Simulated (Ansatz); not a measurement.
BH4NO

Input file:

```
crystal:
  periodic: [false, false, false]
  atoms:
    - { symbol: B, position_ang: [0.0, 0.0, 0.0] }
    - { symbol: "N", position_ang: [0.0, 0.0, 1.55] }
    - { symbol: H, position_ang: [-0.877, -0.2713, 2.08] }
    - { symbol: H, position_ang: [0.877, 0.2713, 2.08] }
    - { symbol: O, position_ang: [1.2211, 0.0, -0.705] }
    - { symbol: H, position_ang: [1.5209, -0.9519, -0.8599] }
    - { symbol: H, position_ang: [-1.0305, 0.0, -0.595] }
basis:
  gaussian: { orbitals: def2-SVP }
hamiltonian:
  xc: r2scan
  dispersion: d4
relax:
  f_tol: 0.02
  max_steps: 40
output:
  orbitals: {}
```

Run with:

```sh
ansatz run input.yaml --threads 1 --pin off --max-ram 2048MiB --backend cpu --events-out ev --progress --plain --runs-dir out
```

The fields are those of the run's last geometry, not of the input's.

These are results of Ansatz, RKS r2SCAN-D4/def2-SVP, not measurements.

What will maps of the electron density and electron localisation function show?

B–O (1.37 Å): ρ is about 2 e/Å³ halfway; the ELF peaks at about 0.90 between the atoms; a polar covalent bond.
B–N (1.40 Å): ρ is about 1.9 e/Å³ halfway; the ELF peaks at about 0.95 between the atoms: a short, strongly polar bond.
O–H (0.96 Å): ρ at the midpoint is about 3.7 e/Å³; the ELF climbs to about 1 towards the hydrogen, as it does in any bond to H; a covalent bond by its length.
N–H (1.01 Å): ρ at the midpoint is about 2.8 e/Å³; the ELF climbs to about 1 towards the hydrogen; an ordinary covalent bond to hydrogen.

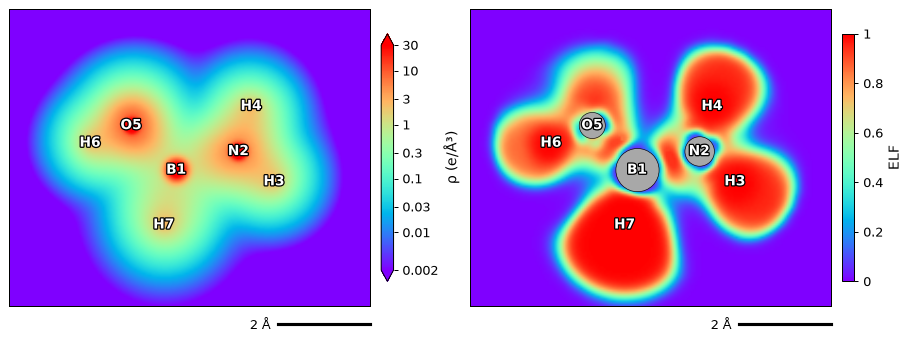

Computed electron density and electron localisation function on the molecular plane, in this order. Grey discs cover the atomic cores in the ELF map. 
